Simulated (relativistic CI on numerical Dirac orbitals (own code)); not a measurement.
**Ce³⁺ (4f) in crystal fields: levels and magnetism**

Aim: the levels, ground state and powder susceptibility of Ce³⁺ in 6 parametric crystal fields.

Program: relativistic CI on numerical Dirac orbitals (own code) version 3. Level of theory: Dirac-Coulomb-Breit CI, KLI orbitals optimised for each configuration, model QED (radiative potential, 1s self-energy scaled to tabulated hydrogen-like ionisation energies), valence Slater integrals scaled by 0.7, one configuration in a parametric crystal field. These are calculated values, not measurements, unless marked.

## 1. The system

- ion: Ce³⁺ (Ce IV)
- nuclear charge: 58
- electrons: 55
- open shell: 4f
- Slater scale: 0.7
- field 1 (cm⁻¹): D3d, B20 = 1070, B40 = 1230, B43 = 70, B60 = -190, B63 = 470, B66 = 90
- field 2 (cm⁻¹): D3h, B20 = 380, B40 = 260, B60 = -700, B66 = -140
- field 3 (cm⁻¹): D3h, B20 = 620, B40 = -420, B60 = -560, B66 = 720
- field 4 (cm⁻¹): Oh, B40 = -1940, B60 = 560
- field 5 (cm⁻¹): C2v, B20 = -660, B22 = -220, B40 = 50, B42 = -90, B44 = 360, B60 = 370, B62 = -300, B64 = -330, B66 = 250
- field 6 (cm⁻¹): C2v, B20 = 420, B22 = -390, B40 = -940, B42 = 390, B44 = 540, B60 = 300, B62 = 100, B64 = -450, B66 = -450

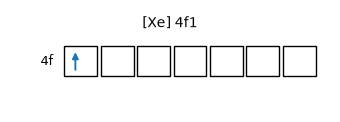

The shells outside the core, filled by Hund's rule for the drawing.

## 2. Field 1: D3d, B20 = 1070, B40 = 1230, B43 = 70, B60 = -190, B63 = 470, B66 = 90

Settings of the run:

```ini
atom Ce  Z=58  charge=3  electrons=55
nucleus A=140  rms_radius_fm=4.8771
hamiltonian dirac-coulomb  breit=on  qed=on  c_scale=1
orbitals kli  potential=per-configuration
slater_scale 0.7
correlation none
mixing on
configurations
  [Xe] 4f
end
crystal_field D3d B20=1070 B40=1230 B43=70 B60=-190 B63=470 B66=90
```

From the run's result record (rounded, not every field):

```text
{
  "status": "converged",
  "cf_levels [E_cm, degeneracy, irrep, S_eff, L_eff, J_eff, g_principal]": [
    [0, 2, "G4", 0.5, 3, 2.501, [0.025, 0.025, 4.287]],
    [102.5, 2, "G56", 0.5, 3, 2.515, [0.0, 0.0, 2.38]],
    [601.7, 2, "G4", 0.5, 3, 2.506, [0.751, 2.583, 2.583]],
    [2111.8, 2, "G4", 0.5, 3, 3.498, [2.276, 2.276, 3.159]],
    [2152.4, 2, "G4", 0.5, 3, 3.499, [2.345, 2.345, 5.521]],
    [2544.8, 2, "G56", 0.5, 3, 3.489, [0.0, 0.0, 3.596]],
    [2785.9, 2, "G4", 0.5, 3, 3.498, [1.177, 4.541, 4.541]]
  ],
  "chiT [K, cm3 K/mol]": [[2, 0.580616], [5, 0.589663], [10, 0.604741], [20, 0.634587], [50, 0.693549], [100, 0.711974], [200, 0.731538], [300, 0.756029]],
  "stabilisation [cm-1]": -248.935,
  "radial 4f [Ha, bohr]": {"<r^-3>(4f)": 4.3294, "<r^1>(4f)": 1.0683, "<r^2>(4f)": 1.4669, "<r^4>(4f)": 5.2816, "<r^6>(4f)": 37.299, "zeta(4f)": 0.0027692},
  "n_levels_all": 7,
  "free-ion levels [i, E_cm, J2, term, w_term]": [
    [0, 0, 5, "2F*", 1],
    [1, 2139.1222, 7, "2F*", 1]
  ]
}
```

Wall time 0.16 s (1 thread, shared host).

## 3. Field 2: D3h, B20 = 380, B40 = 260, B60 = -700, B66 = -140

The settings differ from step 2 so:

```diff
@@ -10,2 +10,2 @@
 end
-crystal_field D3d B20=1070 B40=1230 B43=70 B60=-190 B63=470 B66=90
+crystal_field D3h B20=380 B40=260 B60=-700 B66=-140
```

Result record:

```text
{
  "status": "converged",
  "cf_levels [E_cm, degeneracy, irrep, S_eff, L_eff, J_eff, g_principal]": [
    [0, 2, "-", 0.5, 3, 2.501, [0.04, 0.04, 4.28]],
    [73.1, 2, "-", 0.5, 3, 2.504, [0.0, 0.0, 2.463]],
    [203.1, 2, "-", 0.5, 3, 2.503, [0.96, 2.5, 2.5]],
    [2118.6, 2, "-", 0.5, 3, 3.5, [0.45, 2.929, 2.929]],
    [2157.3, 2, "-", 0.5, 3, 3.5, [2.733, 2.968, 2.968]],
    [2322, 2, "-", 0.5, 3, 3.498, [1.04, 4.503, 4.503]],
    [2362.5, 2, "-", 0.5, 3, 3.497, [0.0, 0.0, 3.537]]
  ],
  "chiT [K, cm3 K/mol]": [[2, 0.581512], [5, 0.594507], [10, 0.616155], [20, 0.657039], [50, 0.721975], [100, 0.760554], [200, 0.791172], [300, 0.804436]],
  "stabilisation [cm-1]": -97.1789,
  "n_levels_all": 7
}
```

It took 0.14 s on 1 thread, shared host.

## 4. Field 3: D3h, B20 = 620, B40 = -420, B60 = -560, B66 = 720

The settings differ from step 3 so:

```diff
@@ -10,2 +10,2 @@
 end
-crystal_field D3h B20=380 B40=260 B60=-700 B66=-140
+crystal_field D3h B20=620 B40=-420 B60=-560 B66=720
```

Result record:

```text
{
  "status": "converged",
  "cf_levels [E_cm, degeneracy, irrep, S_eff, L_eff, J_eff, g_principal]": [
    [0, 2, "-", 0.5, 3, 2.517, [0.238, 0.238, 4.068]],
    [321.7, 2, "-", 0.5, 3, 2.501, [0.0, 0.0, 2.512]],
    [323, 2, "-", 0.5, 3, 2.504, [0.974, 2.488, 2.488]],
    [2127.5, 2, "-", 0.5, 3, 3.487, [1.584, 1.584, 6.404]],
    [2409.8, 2, "-", 0.5, 3, 3.5, [1.822, 1.822, 4.334]],
    [2440.9, 2, "-", 0.5, 3, 3.497, [1.026, 4.49, 4.49]],
    [2533.7, 2, "-", 0.5, 3, 3.499, [0.0, 0.0, 3.488]]
  ],
  "chiT [K, cm3 K/mol]": [[2, 0.522993], [5, 0.526319], [10, 0.531862], [20, 0.542947], [50, 0.576219], [100, 0.631706], [200, 0.717504], [300, 0.761325]],
  "stabilisation [cm-1]": -228.581,
  "n_levels_all": 7
}
```

It took 0.14 s on 1 thread, shared host.

## 5. Field 4: Oh, B40 = -1940, B60 = 560

The settings differ from step 4 so:

```diff
@@ -10,2 +10,2 @@
 end
-crystal_field D3h B20=620 B40=-420 B60=-560 B66=720
+crystal_field Oh B40=-1940 B60=560
```

Result record:

```text
{
  "status": "converged",
  "cf_levels [E_cm, degeneracy, irrep, S_eff, L_eff, J_eff, g_principal]": [
    [0, 4, "G8", 0.5, 3, 2.501, "-"],
    [425.4, 2, "G7", 0.5, 3, 2.559, [1.472, 1.472, 1.472]],
    [2102.9, 2, "G6", 0.5, 3, 3.5, [2.667, 2.667, 2.667]],
    [2171.4, 4, "G8", 0.5, 3, 3.5, "-"],
    [2986.9, 2, "G7", 0.5, 3, 3.455, [3.473, 3.473, 3.473]]
  ],
  "chiT [K, cm3 K/mol]": [[2, 0.492052], [5, 0.494975], [10, 0.499847], [20, 0.509591], [50, 0.538822], [100, 0.586939], [200, 0.666326], [300, 0.716657]],
  "stabilisation [cm-1]": -185.924,
  "n_levels_all": 5
}
```

Wall time 0.17 s (1 thread, shared host).

## 6. Field 5: C2v, B20 = -660, B22 = -220, B40 = 50, B42 = -90, B44 = 360, B60 = 370, B62 = -300, B64 = -330, B66 = 250

The settings differ from step 5 so:

```diff
@@ -10,2 +10,2 @@
 end
-crystal_field Oh B40=-1940 B60=560
+crystal_field C2v B20=-660 B22=-220 B40=50 B42=-90 B44=360 B60=370 B62=-300 B64=-330 B66=250
```

Result record:

```text
{
  "status": "converged",
  "cf_levels [E_cm, degeneracy, irrep, S_eff, L_eff, J_eff, g_principal]": [
    [0, 2, "-", 0.5, 3, 2.507, [0.048, 0.082, 3.911]],
    [163.1, 2, "-", 0.5, 3, 2.503, [1.171, 1.212, 2.305]],
    [405.8, 2, "-", 0.5, 3, 2.505, [0.897, 1.28, 3.644]],
    [2117.9, 2, "-", 0.5, 3, 3.495, [0.86, 2.046, 6.541]],
    [2255.9, 2, "-", 0.5, 3, 3.498, [0.561, 3.44, 4.508]],
    [2409.5, 2, "-", 0.5, 3, 3.498, [1.965, 3.468, 4.279]],
    [2592.9, 2, "-", 0.5, 3, 3.498, [0.285, 0.509, 7.286]]
  ],
  "chiT [K, cm3 K/mol]": [[2, 0.483488], [5, 0.490841], [10, 0.503096], [20, 0.527604], [50, 0.597715], [100, 0.676434], [200, 0.746794], [300, 0.77807]],
  "stabilisation [cm-1]": -198.371,
  "n_levels_all": 7
}
```

Wall time 0.14 s (1 thread, shared host).

## 7. Field 6: C2v, B20 = 420, B22 = -390, B40 = -940, B42 = 390, B44 = 540, B60 = 300, B62 = 100, B64 = -450, B66 = -450

The settings differ from step 6 so:

```diff
@@ -10,2 +10,2 @@
 end
-crystal_field C2v B20=-660 B22=-220 B40=50 B42=-90 B44=360 B60=370 B62=-300 B64=-330 B66=250
+crystal_field C2v B20=420 B22=-390 B40=-940 B42=390 B44=540 B60=300 B62=100 B64=-450 B66=-450
```

Result record:

```text
{
  "status": "converged",
  "cf_levels [E_cm, degeneracy, irrep, S_eff, L_eff, J_eff, g_principal]": [
    [0, 2, "-", 0.5, 3, 2.509, [0.219, 0.363, 3.424]],
    [266.8, 2, "-", 0.5, 3, 2.506, [0.111, 0.955, 3.05]],
    [489.6, 2, "-", 0.5, 3, 2.516, [0.224, 1.314, 3.358]],
    [2123.6, 2, "-", 0.5, 3, 3.487, [0.517, 1.26, 6.566]],
    [2357.3, 2, "-", 0.5, 3, 3.499, [0.646, 0.819, 7.68]],
    [2488, 2, "-", 0.5, 3, 3.49, [0.434, 3.022, 4.345]],
    [2724.1, 2, "-", 0.5, 3, 3.5, [0.324, 1.263, 6.889]]
  ],
  "chiT [K, cm3 K/mol]": [[2, 0.375494], [5, 0.380689], [10, 0.389347], [20, 0.406663], [50, 0.458554], [100, 0.540945], [200, 0.660575], [300, 0.72519]],
  "stabilisation [cm-1]": -270.418,
  "n_levels_all": 7
}
```

Run time: 0.14 s. Hardware: 1 thread, shared host.

## 8. Comparison of the fields

| field | ground state | degeneracy | S | J | first gap (cm⁻¹) | stabilisation (cm⁻¹) | χT at 2 K | χT at 300 K |
| --- | --- | --- | --- | --- | --- | --- | --- | --- |
| 1: D3d | G4 | 2 | 0.50 | 2.50 | 103 | -249 | 0.581 | 0.756 |
| 2: D3h | - | 2 | 0.50 | 2.50 | 73 | -97 | 0.582 | 0.804 |
| 3: D3h | - | 2 | 0.50 | 2.52 | 322 | -229 | 0.523 | 0.761 |
| 4: Oh | G8 | 4 | 0.50 | 2.50 | 425 | -186 | 0.492 | 0.717 |
| 5: C2v | - | 2 | 0.50 | 2.51 | 163 | -198 | 0.483 | 0.778 |
| 6: C2v | - | 2 | 0.50 | 2.51 | 267 | -270 | 0.375 | 0.725 |

χT is in cm³ K/mol; stabilisation counts from the free ion's lowest level; S and J come from the expectation values of their squares.

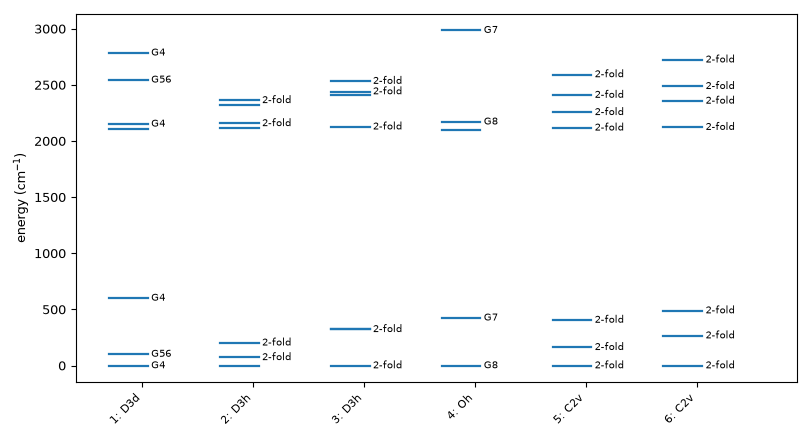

The lowest levels in each field.

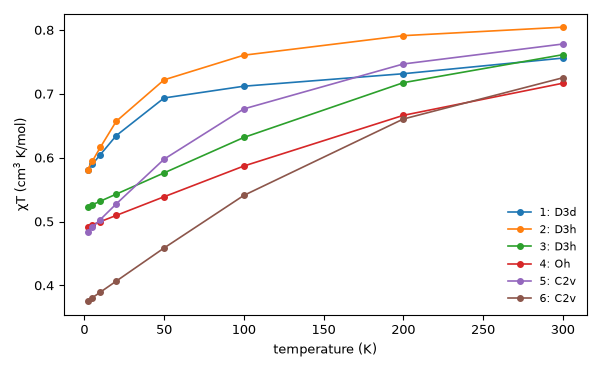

χT against temperature, by Van Vleck's formula.

## 9. Outcome

```
                           quantity                                                 value
ground spin (effective S from ⟨S²⟩)  1: 0.50, 2: 0.50, 3: 0.50, 4: 0.50, 5: 0.50, 6: 0.50
                        χT at 300 K                                0.72 to 0.80 cm³ K/mol
          most axial ground doublet                         field 1, g = 0.03, 0.03, 4.29
```

In words: All fields leave the ground state at S = 1/2. J stays near 5/2: the field splits the free-ion level without mixing it much with others. The lowest doublet of field 1 is strongly axial. The field is a set of parameters, without covalency or charge transfer.
